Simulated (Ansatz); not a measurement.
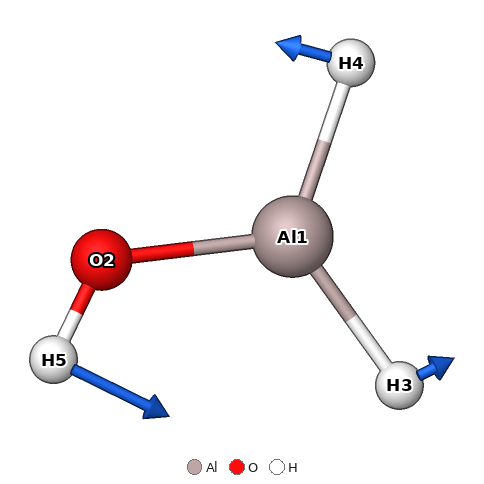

The arrows show one normal mode. Harmonic vibrations computed with RKS PBE0-D4/def2-TZVP (Ansatz 0.2.0) at a stationary point of the same level.

Q: What kind of motion is it?

A: Mostly Al–O–H bending.

Q: At what wavenumber does it lie?

A: 673 cm⁻¹; it is mode 4 of 9 counted from the lowest.
